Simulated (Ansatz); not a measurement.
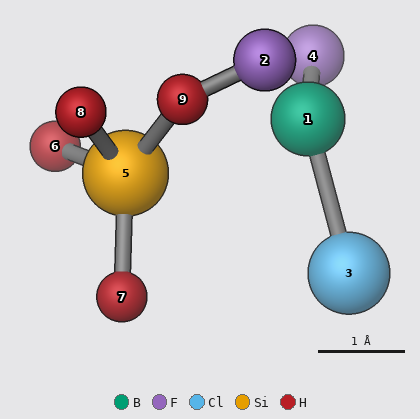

*The starting structure (ball-and-stick view, seen at a tilt; atoms are numbered from 1 in the order of the input).*

**Geometry relaxation of BSiH₄ClF₂ (part 1 of 2)**

The run: geometry relaxation of BSiH₄ClF₂. Method and program: RKS B3LYP-D4/6-31G* (Ansatz 0.2.0).

The input holds or restrains some coordinates. Forces given for the steps count only the free coordinates. It belongs to a series of runs on one base structure; here: pulled along the bonds that form and break, towards end A. Figures and captions count atoms from 1; the log counts them from 0 in places.

**Input**
```yaml
crystal:
  periodic: [false, false, false]
  atoms:
    - { symbol: B, position_ang: [0.0, 0.0, 0.0] }
    - { symbol: F, position_ang: [0.0, 0.0, 1.67] }
    - { symbol: Cl, position_ang: [1.6108, 0.0, -0.93] }
    - { symbol: F, position_ang: [-1.1431, 0.0, -0.66] }
    - { symbol: Si, position_ang: [0.4732, -2.0821, 0.7095] }
    - { symbol: H, position_ang: [-0.4416, -3.0308, 0.0812] }
    - { symbol: H, position_ang: [1.847, -2.4197, 0.3481] }
    - { symbol: H, position_ang: [0.3219, -2.1489, 2.1601] }
    - { symbol: H, position_ang: [0.2364, -1.0402, 1.6785] }
basis:
  gaussian: { orbitals: "6-31G*" }
hamiltonian:
  xc: b3lyp
  dispersion: d4
relax:
  f_tol: 0.15
  max_steps: 25
  restrain:
    - { distance: [0, 4], at: 3.15, k: 30.0 }
    - { distance: [8, 1], at: 2.12, k: 30.0 }
    - { distance: [0, 1], at: 1.32, k: 30.0 }
    - { distance: [8, 4], at: 1.46, k: 30.0 }
output:
  orbitals: {}
```

Launch command:
```bash
ansatz run input.yaml --threads 2 --pin off --max-ram 3072MiB --backend cpu --events-out ev --progress --plain --runs-dir out
```

**Log**
```
The last accepted step is kept in [file] (removed where the run ends without a failure and the disk answers)
Engine: ansatz 0.2.0, x86_64-unknown-linux-gnu
Functional definition: B3LYP
  parameter a0 = 0.2
  parameter ax = 0.72
  parameter ac = 0.81
  exchange = (1 - a0 - ax)*slater_x + ax*b88_x + a0*exact_x
  correlation = (1 - ac)*vwn_rpa_c + ac*lyp_c
935 factors; integrals over basis functions are off by at most 7.0e-4 eV
mean field evaluation 1: about -26571.1026 eV, gradient 3.2e1 eV
mean field evaluation 2: about -26569.4883 eV, gradient 4.8e1 eV
mean field evaluation 4: about -26572.9616 eV, gradient 1.1e0 eV
mean field evaluation 8: about -26572.9840 eV, gradient 5.5e-2 eV
mean field evaluation 16: about -26572.9840 eV, gradient 7.7e-5 eV
mean field -26572.98400117 eV, -976.5391502276 hartree, gradient 7.7e-5 eV, S^2 0.000000; 0 other end points of the search recorded, 0 dependent functions left out
the calculation of the forces begins
reference -26572.98423261 eV, -976.5391587329 hartree; 29, 29 occupied and 62, 62 virtual orbitals, 935 factors
relax step   1: F+E_penalty+E_count = -26573.31398624 eV  Δ(F+E_penalty+E_count) = +0.000e0 eV  max|allowed force component| = 6.179e0 eV/Å  E_restraint = 30.63221112 eV  max|allowed force component, restraints' pulls added| = 3.699e1 eV/Å  Δτ_max = 0.0000 Å  (26 SCF iters, accepted)
  distance B 0 - Si 4 = 2.2500 Å
  distance H 8 - F 1 = 1.0668 Å
  distance B 0 - F 1 = 1.6700 Å
  distance H 8 - Si 4 = 1.4424 Å
these checks for a lower state are left out or cut short: starts, cluster_reference, orbital_swaps, neighbouring_geometries, increment
935 factors; integrals over basis functions are off by at most 8.7e-4 eV
mean field -26573.81657167 eV, -976.5697466292 hartree, gradient 2.7e-5 eV, S^2 0.000000; 0 other end points of the search recorded, 0 dependent functions left out
[... from here on the field's lines of each further geometry are left out, up to the last ...]
relax step   2: F+E_penalty+E_count = -26574.14277088 eV  Δ(F+E_penalty+E_count) = -8.288e-1 eV  max|allowed force component| = 4.092e0 eV/Å  E_restraint = 15.12957797 eV  max|allowed force component, restraints' pulls added| = 2.599e1 eV/Å  Δτ_max = 0.1948 Å  (34 SCF iters, accepted)
relax step   3: F+E_penalty+E_count = -26574.97740818 eV  Δ(F+E_penalty+E_count) = -8.346e-1 eV  max|allowed force component| = 3.472e0 eV/Å  E_restraint = 5.52141712 eV  max|allowed force component, restraints' pulls added| = 1.536e1 eV/Å  Δτ_max = 0.1949 Å  (34 SCF iters, accepted)
relax step   4: F+E_penalty+E_count = -26575.79307444 eV  Δ(F+E_penalty+E_count) = -8.157e-1 eV  max|allowed force component| = 2.888e0 eV/Å  E_restraint = 0.93676858 eV  max|allowed force component, restraints' pulls added| = 7.110e0 eV/Å  Δτ_max = 0.1948 Å  (33 SCF iters, accepted)
relax step   5: F+E_penalty+E_count = -26577.11770618 eV  Δ(F+E_penalty+E_count) = -1.325e0 eV  max|allowed force component| = 2.621e0 eV/Å  E_restraint = 0.05031889 eV  max|allowed force component, restraints' pulls added| = 2.621e0 eV/Å  Δτ_max = 0.1950 Å  (29 SCF iters, accepted)
relax step   6: F+E_penalty+E_count = -26578.08810190 eV  Δ(F+E_penalty+E_count) = -9.704e-1 eV  max|allowed force component| = 2.193e0 eV/Å  E_restraint = 0.01071749 eV  max|allowed force component, restraints' pulls added| = 2.193e0 eV/Å  Δτ_max = 0.1909 Å  (29 SCF iters, accepted)
relax step   7: F+E_penalty+E_count = -26578.82915574 eV  Δ(F+E_penalty+E_count) = -7.411e-1 eV  max|allowed force component| = 1.415e0 eV/Å  E_restraint = 0.00342500 eV  max|allowed force component, restraints' pulls added| = 1.415e0 eV/Å  Δτ_max = 0.1935 Å  (27 SCF iters, accepted)
relax step   8: F+E_penalty+E_count = -26579.29326897 eV  Δ(F+E_penalty+E_count) = -4.641e-1 eV  max|allowed force component| = 7.586e-1 eV/Å  E_restraint = 0.00471727 eV  max|allowed force component, restraints' pulls added| = 7.961e-1 eV/Å  Δτ_max = 0.2000 Å  (27 SCF iters, accepted)
relax step   9: F+E_penalty+E_count = -26579.41489234 eV  Δ(F+E_penalty+E_count) = -1.216e-1 eV  max|allowed force component| = 5.474e-1 eV/Å  E_restraint = 0.00491782 eV  max|allowed force component, restraints' pulls added| = 2.406e-1 eV/Å  Δτ_max = 0.2000 Å  (28 SCF iters, accepted)
relax step  10: F+E_penalty+E_count = -26579.43098154 eV  Δ(F+E_penalty+E_count) = -1.609e-2 eV  max|allowed force component| = 5.051e-1 eV/Å  E_restraint = 0.00394444 eV  max|allowed force component, restraints' pulls added| = 1.394e-1 eV/Å  Δτ_max = 0.1050 Å  (28 SCF iters, accepted)
relax step  11: F+E_penalty+E_count = -26579.45343272 eV  Δ(F+E_penalty+E_count) = -2.245e-2 eV  max|allowed force component| = 5.070e-1 eV/Å  E_restraint = 0.02577335 eV  max|allowed force component, restraints' pulls added| = 8.082e-1 eV/Å  Δτ_max = 0.1920 Å  (27 SCF iters, accepted)
relax step  12: F+E_penalty+E_count = -26579.43687478 eV  Δ(F+E_penalty+E_count) = +1.656e-2 eV  max|allowed force component| = 5.311e-1 eV/Å  E_restraint = 0.00621579 eV  max|allowed force component, restraints' pulls added| = 2.845e-1 eV/Å  Δτ_max = 0.0769 Å  (28 SCF iters, accepted)
the calculation of the forces begins
reference -26579.14735850 eV, -976.7656494318 hartree; 29, 29 occupied and 62, 62 virtual orbitals, 935 factors
relax step  13: F+E_penalty+E_count = -26579.44756755 eV  Δ(F+E_penalty+E_count) = -1.069e-2 eV  max|allowed force component| = 5.881e-1 eV/Å  E_restraint = 0.00552518 eV  max|allowed force component, restraints' pulls added| = 7.065e-2 eV/Å  Δτ_max = 0.0635 Å  (28 SCF iters, accepted)
```

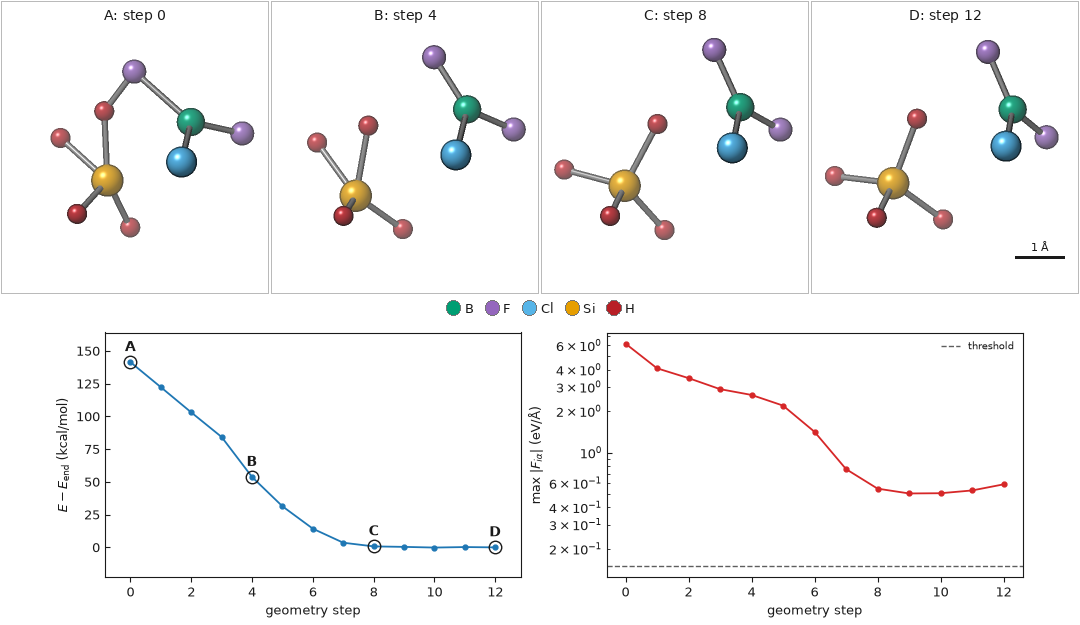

*Frames of the restrained relaxation (ball-and-stick view, seen at a tilt) above the curves, on which the letters mark them (the first geometry is step 0 here and step 1 in the log).*

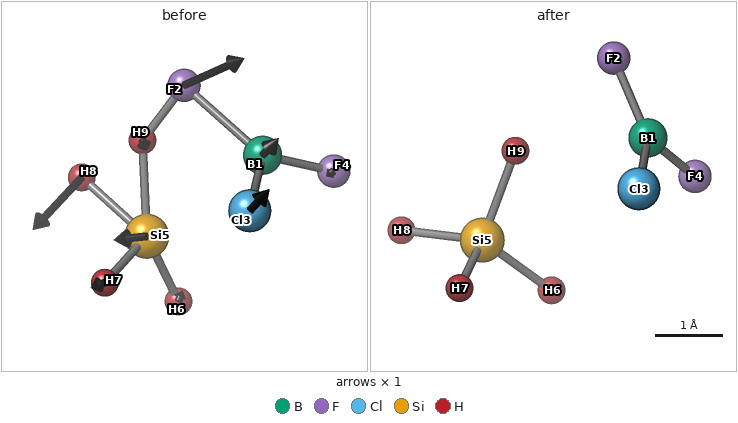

*Before (left) and after (right) the restrained relaxation, at one scale (ball-and-stick view, seen at a tilt). The black arrows give the displacements, at true length.*

The atom that moves furthest after the best rigid fit is H8 (1.19 Å). By element the largest moves are H 1.19 Å, F 1.13 Å, Si 0.57 Å, Cl 0.46 Å, B 0.40 Å. Among the contacts that change: F2–H9 1.067 → 2.133 Å, B1–F2 1.670 → 1.318 Å, B1–Cl3 1.860 → 1.757 Å, Si5–H9 1.442 → 1.469 Å. Bonds break: F2–H9 (1.07 → 2.13 Å). Among the angles that change: H8–Si5–H9 49.4° → 108.4°, H6–Si5–H9 131.0° → 109.9°, H7–Si5–H9 119.2° → 109.1°. After 12 geometry steps the energy has fallen by 141.4 kcal/mol. Largest force component: 6.2 eV/Å at the start, 0.59 eV/Å at the end. (Atoms are counted from 1 in the order of the input.)

```
  distance B 0 - Si 4 = 3.1606 Å
  distance H 8 - F 1 = 2.1332 Å
  distance B 0 - F 1 = 1.3181 Å
  distance H 8 - Si 4 = 1.4688 Å
935 factors; integrals over basis functions are off by at most 7.2e-4 eV
mean field -26579.14712284 eV, -976.7656407715 hartree, gradient 1.1e-5 eV, S^2 0.000000; 1 other end points of the search recorded, 0 dependent functions left out
the calculation of the forces begins
reference -26579.14735850 eV, -976.7656494318 hartree; 29, 29 occupied and 62, 62 virtual orbitals, 935 factors
Total energy: -26579.44780321 eV, -976.7766905710 hartree
Atom 0 at    -0.026161     0.391949    -0.075860 Å, force    -0.131006     0.333312    -0.075791 eV/Å
Atom 1 at    -0.119702     0.974137     1.102972 Å, force    -0.074073     0.354325    -0.100731 eV/Å
Atom 2 at     1.481473     0.447922    -0.976621 Å, force     0.048534     0.003098    -0.032428 eV/Å
Atom 3 at    -1.098225    -0.143344    -0.623692 Å, force     0.008268     0.004755     0.000361 eV/Å
Atom 4 at     0.532205    -2.479123     1.121919 Å, force     0.112753    -0.588127     0.076111 eV/Å
Atom 5 at    -0.514894    -2.899246     0.159889 Å, force    -0.005711     0.005929    -0.001735 eV/Å
Atom 6 at     1.870695    -2.630901     0.501116 Å, force     0.002056    -0.002601     0.005521 eV/Å
Atom 7 at     0.447006    -3.309993     2.350861 Å, force    -0.001965     0.004197    -0.007126 eV/Å
Atom 8 at     0.332204    -1.073100     1.496817 Å, force     0.041145    -0.114888     0.135818 eV/Å
Dipole moment:    -0.017771    -0.070008     0.057802 e Å
```

**Trajectory as extended XYZ (Å, eV, eV/Å), 13 frames, from step=1 to step=13**
```
9
Properties=species:S:1:pos:R:3:forces:R:3 step=1 energy=-26573.31399
B     0.0000    0.0000    0.0000    1.8562  -5.7898   0.0387
F     0.0000    0.0000    1.6700   -1.0942   6.1789   0.9108
Cl    1.6108    0.0000   -0.9300   -0.4883   2.3240  -0.0341
F    -1.1431    0.0000   -0.6600   -0.3370   1.7812   0.4652
Si    0.4732   -2.0821    0.7095    0.7346  -4.2923  -5.6881
H    -0.4416   -3.0308    0.0812   -0.4063  -0.6776   0.2623
H     1.8470   -2.4197    0.3481    0.4095  -0.3951   0.4271
H     0.3219   -2.1489    2.1601    0.0196  -0.7108   1.2519
H     0.2364   -1.0402    1.6785   -0.6942   1.5815   2.3662
9
Properties=species:S:1:pos:R:3:forces:R:3 step=2 energy=-26574.14277
B    -0.0151    0.1187    0.0103    1.4909  -3.7263   1.9849
F    -0.0355    0.1776    1.5982   -0.7093   4.0917  -2.3660
Cl    1.6006    0.0316   -0.9274   -1.1762   1.8025   0.4329
F    -1.1508    0.0256   -0.6558    0.2769   1.2265   0.5991
Si    0.5133   -2.2690    0.7372    0.2774  -0.8516  -1.5476
H    -0.4566   -3.0578    0.0770   -1.0569  -0.9520  -0.1749
H     1.8690   -2.4350    0.3498    1.1093  -0.5268   0.1705
H     0.3229   -2.1651    2.1816    0.1425  -1.5637   1.8386
H     0.2570   -1.1482    1.6866   -0.3547   0.4997  -0.9375
```
